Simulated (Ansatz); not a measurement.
# Geometry relaxation, with input and output: BSiH₆F (part 1 of 2)

System: BSiH₆F.
Method: RKS PBE0-D4/def2-SVP (Ansatz 0.2.0).

It belongs to a series of runs on one base structure; here: end point B relaxed. Figures and captions count atoms from 1; the log counts them from 0 in places.

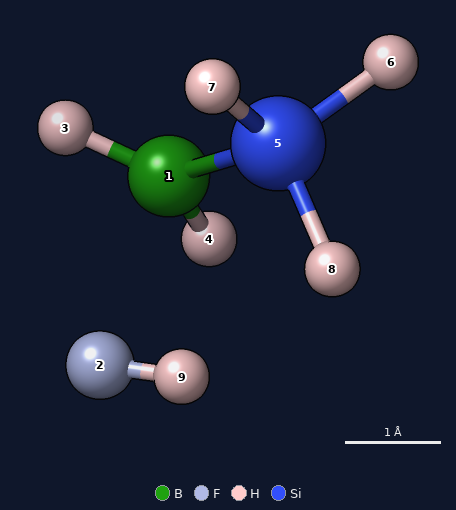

Fig. 1: The structure as given in the input (ball-and-stick view, seen at a tilt; atoms are numbered from 1 in the order of the input). Bond lengths as drawn: B–H 1.21 Å, B–Si 1.97 Å, F–H 0.93 Å and H–Si 1.50 to 1.52 Å.

Input:
```yaml
crystal:
  periodic: [false, false, false]
  atoms:
    - { symbol: B, position_ang: [-0.002831, -0.439645, -0.315356] }
    - { symbol: F, position_ang: [0.348365, 0.244842, 2.077294] }
    - { symbol: H, position_ang: [0.951508, 0.131535, -0.785068] }
    - { symbol: H, position_ang: [-1.083799, 0.095624, -0.408811] }
    - { symbol: Si, position_ang: [0.117329, -2.257999, 0.437215] }
    - { symbol: H, position_ang: [-0.547204, -3.282615, -0.432516] }
    - { symbol: H, position_ang: [1.502336, -2.729451, 0.750342] }
    - { symbol: H, position_ang: [-0.640223, -2.279912, 1.74965] }
    - { symbol: H, position_ang: [-0.161181, -0.466778, 2.384651] }
basis:
  gaussian: { orbitals: def2-SVP }
hamiltonian:
  xc: pbe0
  dispersion: d4
relax:
  f_tol: 0.03
  max_steps: 50
output:
  orbitals: {}
```

Hardware: 1 thread of Intel Xeon (Sapphire Rapids), 64 GiB of memory available, shared host.

Launched with:
```bash
ansatz run input.yaml --threads 1 --pin off --max-ram 2048MiB --backend cpu --events-out ev --progress --plain --runs-dir out
```

What the program printed:
```
The last accepted step is kept in [file] (removed where the run ends without a failure and the disk answers)
Engine: ansatz 0.2.0, x86_64-unknown-linux-gnu
Functional definition: PBE0
  parameter a = 0.25
  parameter kappa = 0.804
  parameter beta = 0.06672455060314922
  exchange = (1 - a)*pbe_x(kappa = kappa, mu = beta*pi^2/3) + a*exact_x
  correlation = pbe_c(beta = beta)
805 factors; integrals over basis functions are off by at most 5.2e-4 eV
mean field evaluation 1: about -11353.3812 eV, gradient 2.7e1 eV
mean field evaluation 2: about -11353.1185 eV, gradient 3.3e1 eV
mean field evaluation 4: about -11354.8175 eV, gradient 7.3e-1 eV
mean field evaluation 8: about -11354.8280 eV, gradient 7.1e-3 eV
mean field -11354.82796519 eV, -417.2822311420 hartree, gradient 1.9e-5 eV, S^2 0.000000; 0 other end points of the search recorded, 0 dependent functions left out
the calculation of the forces begins
reference -11354.82798960 eV, -417.2822320388 hartree; 17, 17 occupied and 59, 59 virtual orbitals, 805 factors
relax step   1: F+E_penalty+E_count = -11354.93165609 eV  Δ(F+E_penalty+E_count) = +0.000e0 eV  max|allowed force component| = 6.825e-1 eV/Å  Δτ_max = 0.0000 Å  (22 SCF iters, accepted)
these checks for a lower state are left out or cut short: starts, cluster_reference, orbital_swaps, neighbouring_geometries, increment
805 factors; integrals over basis functions are off by at most 6.2e-4 eV
mean field evaluation 16: about -11354.8730 eV, gradient 1.2e-1 eV
mean field -11354.87307516 eV, -417.2838889027 hartree, gradient 1.4e-5 eV, S^2 0.000000; 0 other end points of the search recorded, 0 dependent functions left out
[... from here on the field's lines of each further geometry are left out, up to the last ...]
relax step   2: F+E_penalty+E_count = -11354.97790946 eV  Δ(F+E_penalty+E_count) = -4.625e-2 eV  max|allowed force component| = 2.835e-1 eV/Å  Δτ_max = 0.1575 Å  (26 SCF iters, accepted)
relax step   3: F+E_penalty+E_count = -11355.03048508 eV  Δ(F+E_penalty+E_count) = -5.258e-2 eV  max|allowed force component| = 3.389e-1 eV/Å  Δτ_max = 0.1964 Å  (27 SCF iters, accepted)
relax step   4: F+E_penalty+E_count = -11355.04368675 eV  Δ(F+E_penalty+E_count) = -1.320e-2 eV  max|allowed force component| = 1.017e-1 eV/Å  Δτ_max = 0.0556 Å  (26 SCF iters, accepted)
relax step   5: F+E_penalty+E_count = -11355.04902197 eV  Δ(F+E_penalty+E_count) = -5.335e-3 eV  max|allowed force component| = 4.347e-2 eV/Å  Δτ_max = 0.0422 Å  (26 SCF iters, accepted)
relax step   6: F+E_penalty+E_count = -11355.05712011 eV  Δ(F+E_penalty+E_count) = -8.098e-3 eV  max|allowed force component| = 2.353e-1 eV/Å  Δτ_max = 0.1444 Å  (25 SCF iters, accepted)
relax step   7: F+E_penalty+E_count = -11355.06548202 eV  Δ(F+E_penalty+E_count) = -8.362e-3 eV  max|allowed force component| = 2.235e-1 eV/Å  Δτ_max = 0.0669 Å  (26 SCF iters, accepted)
relax step   8: F+E_penalty+E_count = -11355.06885954 eV  Δ(F+E_penalty+E_count) = -3.378e-3 eV  max|allowed force component| = 3.899e-1 eV/Å  Δτ_max = 0.1153 Å  (26 SCF iters, accepted)
relax step   9: F+E_penalty+E_count = -11355.07418493 eV  Δ(F+E_penalty+E_count) = -5.325e-3 eV  max|allowed force component| = 1.862e-1 eV/Å  Δτ_max = 0.0432 Å  (27 SCF iters, accepted)
relax step  10: F+E_penalty+E_count = -11355.07606350 eV  Δ(F+E_penalty+E_count) = -1.879e-3 eV  max|allowed force component| = 5.688e-2 eV/Å  Δτ_max = 0.0144 Å  (27 SCF iters, accepted)
relax step  11: F+E_penalty+E_count = -11355.07686931 eV  Δ(F+E_penalty+E_count) = -8.058e-4 eV  max|allowed force component| = 3.010e-2 eV/Å  Δτ_max = 0.0223 Å  (27 SCF iters, accepted)
relax step  12: F+E_penalty+E_count = -11355.07763148 eV  Δ(F+E_penalty+E_count) = -7.622e-4 eV  max|allowed force component| = 2.981e-2 eV/Å  Δτ_max = 0.0343 Å  (26 SCF iters, accepted)
relax step  13: F+E_penalty+E_count = -11355.07825965 eV  Δ(F+E_penalty+E_count) = -6.282e-4 eV  max|allowed force component| = 8.660e-2 eV/Å  Δτ_max = 0.0524 Å  (26 SCF iters, accepted)
relax step  14: F+E_penalty+E_count = -11355.07856688 eV  Δ(F+E_penalty+E_count) = -3.072e-4 eV  max|allowed force component| = 6.307e-2 eV/Å  Δτ_max = 0.0293 Å  (27 SCF iters, accepted)
relax step  15: F+E_penalty+E_count = -11355.07880603 eV  Δ(F+E_penalty+E_count) = -2.392e-4 eV  max|allowed force component| = 3.998e-2 eV/Å  Δτ_max = 0.0274 Å  (27 SCF iters, accepted)
the calculation of the forces begins
reference -11354.97193952 eV, -417.2875221009 hartree; 17, 17 occupied and 59, 59 virtual orbitals, 805 factors
relax step  16: F+E_penalty+E_count = -11355.07894555 eV  Δ(F+E_penalty+E_count) = -1.395e-4 eV  max|allowed force component| = 2.999e-2 eV/Å  Δτ_max = 0.0244 Å  (27 SCF iters, accepted)
805 factors; integrals over basis functions are off by at most 1.7e-3 eV
mean field evaluation 128: about -11354.9719 eV, gradient 1.1e-2 eV
```

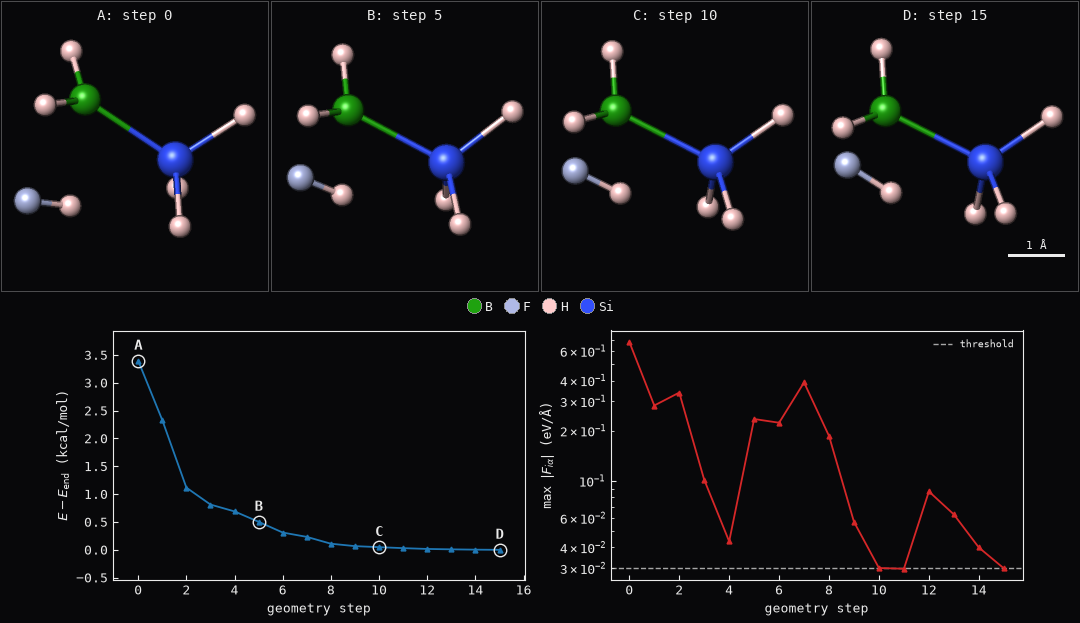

Fig. 2: Frames of the relaxation (ball-and-stick view, seen at a tilt) above the curves, on which the letters mark them (the first geometry is step 0 here and step 1 in the log).

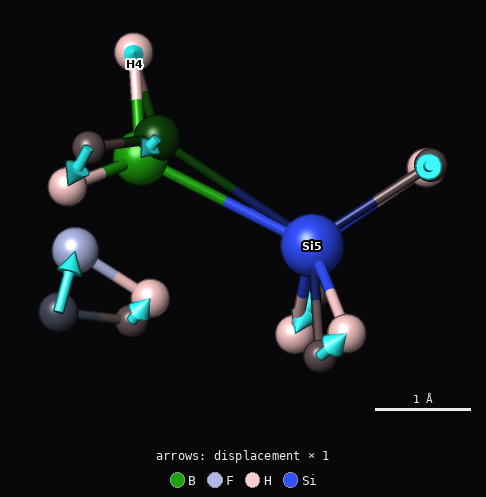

Fig. 3: Start (faint) and end (solid) with the displacements as teal arrows, at true length (ball-and-stick view, seen at a tilt). The two geometries are laid on each other by the best rigid fit. After 15 geometry steps the energy has fallen by 3.40 kcal/mol. Largest force component: 0.68 eV/Å at the start, 0.03 eV/Å at the end. F2 moves most after the best rigid fit: 0.68 Å. By element the largest moves are F 0.68 Å, H 0.57 Å, B 0.30 Å, Si 0.06 Å. Distances before and after: B1–Si5 1.972 → 2.029 Å, F2–H9 0.928 → 0.954 Å, Si5–H8 1.516 → 1.542 Å. Among the angles that change: B1–Si5–H8 108.3° → 101.1°, B1–Si5–H6 112.4° → 118.3°, H3–B1–Si5 122.5° → 118.3°. (Atoms are counted from 1 in the order of the input.)

```
mean field -11354.97191498 eV, -417.2875211992 hartree, gradient 1.4e-5 eV, S^2 0.000000; 1 other end points of the search recorded, 0 dependent functions left out
the calculation of the forces begins
reference -11354.97193952 eV, -417.2875221009 hartree; 17, 17 occupied and 59, 59 virtual orbitals, 805 factors
Total energy: -11355.07897009 eV, -417.2914554017 hartree
Atom 0 at     0.090460    -0.313165    -0.058042 Å, force    -0.013796     0.013106    -0.015018 eV/Å
Atom 1 at    -0.217079     0.250804     1.653573 Å, force     0.001145    -0.029994     0.010462 eV/Å
Atom 2 at     1.126831     0.260891    -0.293233 Å, force    -0.007985    -0.003948     0.001718 eV/Å
Atom 3 at    -0.916637     0.080305    -0.598990 Å, force     0.021663    -0.006558     0.010156 eV/Å
Atom 4 at     0.172017    -2.275631     0.449861 Å, force    -0.000582    -0.021818     0.002571 eV/Å
Atom 5 at    -0.873491    -3.194378    -0.099701 Å, force     0.012039     0.011203     0.005354 eV/Å
Atom 6 at     1.495113    -2.972462     0.393864 Å, force    -0.012997     0.007457    -0.000909 eV/Å
Atom 7 at    -0.147320    -2.205965     1.956592 Å, force     0.003586     0.003842    -0.007509 eV/Å
Atom 8 at    -0.245595    -0.614797     2.053477 Å, force    -0.003073     0.026711    -0.006825 eV/Å
Dipole moment:    -0.038938    -0.122887     0.274200 e Å
```

Trajectory as extended XYZ (Å, eV, eV/Å), 16 frames, from step=1 to step=16:
```
9
Properties=species:S:1:pos:R:3:forces:R:3 step=1 energy=-11354.93166
B    -0.0028   -0.4396   -0.3154   -0.0184   0.6825  -0.0777
F     0.3484    0.2448    2.0773    0.0172  -0.0007  -0.2252
H     0.9515    0.1315   -0.7851   -0.0220  -0.0089   0.0067
H    -1.0838    0.0956   -0.4088    0.0247  -0.0221   0.0106
Si    0.1173   -2.2580    0.4372    0.0552  -0.6073   0.2974
H    -0.5472   -3.2826   -0.4325    0.0001   0.0110  -0.0009
H     1.5023   -2.7295    0.7503   -0.0205  -0.0027  -0.0054
H    -0.6402   -2.2799    1.7496    0.0117   0.0037  -0.0395
H    -0.1612   -0.4668    2.3847   -0.0479  -0.0555   0.0339
9
Properties=species:S:1:pos:R:3:forces:R:3 step=2 energy=-11354.97791
B     0.0015   -0.4101   -0.2742    0.0383   0.2835   0.2422
F     0.3391    0.1960    1.9279   -0.0983  -0.0578  -0.0345
H     0.9523    0.1649   -0.7446    0.0045  -0.0262  -0.0141
H    -1.0802    0.1228   -0.3596   -0.0156  -0.0405  -0.0256
Si    0.1232   -2.2658    0.4618   -0.0378  -0.2708  -0.1246
H    -0.5448   -3.2780   -0.4196    0.0122  -0.0258   0.0273
H     1.5058   -2.7449    0.7691   -0.0041   0.0057   0.0190
H    -0.6391   -2.2940    1.7690    0.0057   0.0079   0.0188
H    -0.1735   -0.4751    2.3275    0.0952   0.1239  -0.1085
9
Properties=species:S:1:pos:R:3:forces:R:3 step=3 energy=-11355.03048
B     0.0150   -0.3689   -0.1476    0.0500  -0.0960   0.2208
F     0.3115    0.2291    1.7363   -0.2548  -0.2706   0.2428
H     0.9574    0.1928   -0.6504    0.0073  -0.0330  -0.0028
H    -1.0771    0.1350   -0.2735   -0.0245  -0.0548  -0.0504
Si    0.1209   -2.3034    0.4631   -0.0569   0.1245  -0.3194
H    -0.5464   -3.3064   -0.4286    0.0147   0.0219   0.0321
H     1.5014   -2.7829    0.7763    0.0225  -0.0341   0.0225
H    -0.6373   -2.3421    1.7716   -0.0010   0.0032   0.1262
H    -0.1610   -0.4377    2.2101    0.2427   0.3389  -0.2718
9
Properties=species:S:1:pos:R:3:forces:R:3 step=4 energy=-11355.04369
B     0.0242   -0.3602   -0.0934    0.0012  -0.0665  -0.0449
F     0.2835    0.2614    1.7019   -0.0807  -0.0549   0.0502
H     0.9666    0.1884   -0.6100   -0.0015   0.0093   0.0143
H    -1.0781    0.1080   -0.2754    0.0273  -0.0176  -0.0036
Si    0.1194   -2.3094    0.4488    0.0275   0.1017  -0.0191
H    -0.5622   -3.3016   -0.4408   -0.0181   0.0401   0.0140
H     1.4952   -2.8093    0.7594    0.0187  -0.0383  -0.0250
H    -0.6075   -2.3499    1.7817   -0.0184  -0.0241   0.0600
H    -0.1567   -0.4119    2.1852    0.0441   0.0504  -0.0458
9
Properties=species:S:1:pos:R:3:forces:R:3 step=5 energy=-11355.04902
B     0.0314   -0.3592   -0.0903   -0.0221   0.0194  -0.0113
F     0.2438    0.2744    1.6960   -0.0034   0.0412   0.0092
H     0.9780    0.1947   -0.5935   -0.0063  -0.0008   0.0033
H    -1.0728    0.0951   -0.2975    0.0392  -0.0237  -0.0177
Si    0.1254   -2.3014    0.4573    0.0435  -0.0298  -0.0015
H    -0.5846   -3.2737   -0.4302   -0.0261   0.0095   0.0091
H     1.4988   -2.8302    0.7393   -0.0128  -0.0083  -0.0232
H    -0.5846   -2.3550    1.8042    0.0170   0.0263   0.0028
H    -0.1510   -0.4291    2.1721   -0.0290  -0.0338   0.0295
```
